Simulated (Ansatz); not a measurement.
# Direct or indirect: KMgF3 (Pm-3m)

```yaml
crystal:
  lattice:
    - [3.98590, 0.00000, 0.00000]
    - [0.00000, 3.98590, 0.00000]
    - [0.00000, 0.00000, 3.98590]
  atoms:
    - { symbol: K, position: [0.50000, 0.50000, 0.50000] }
    - { symbol: Mg, position: [0.00000, 0.00000, 0.00000] }
    - { symbol: F, position: [0.00000, 0.00000, 0.50000] }
    - { symbol: F, position: [0.00000, 0.50000, 0.00000] }
    - { symbol: F, position: [0.50000, 0.00000, 0.00000] }
```

Method: Ansatz, PBE, independent particles, without spin-orbit coupling, line width 0.1 eV (Gaussian). The band structure gives a fundamental gap of 7.33 eV. The spectrum of vertical transitions near the edge:

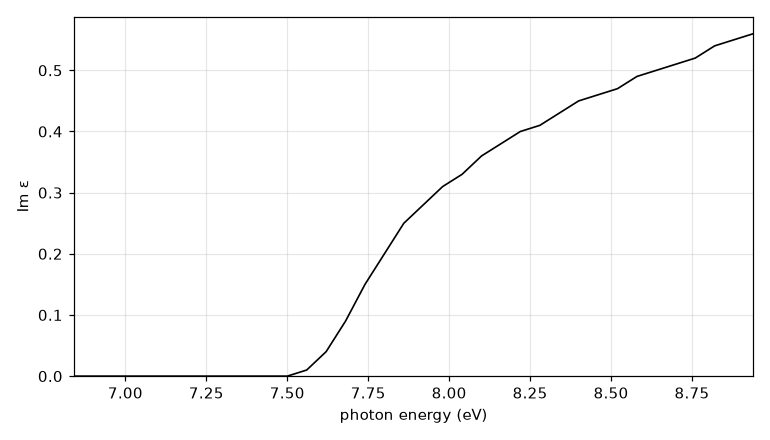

Is the gap direct or indirect, and about where do vertical transitions set in?

Indirect, by the band path, whose least direct gap is 7.66 eV. The curves fit this: they stay near zero above 7.33 eV and rise only from about 7.7 eV, though a forbidden direct transition would look alike. Lines are broadened by 0.1 eV, which spreads the edge, and phonons, which would give weak absorption from the fundamental gap up, are left out.

[Logs are printed without paths, hosts, clocks, repeated set-up lines and the standing remarks that a program may print on its own settings, such as how far it seeks lower states.]
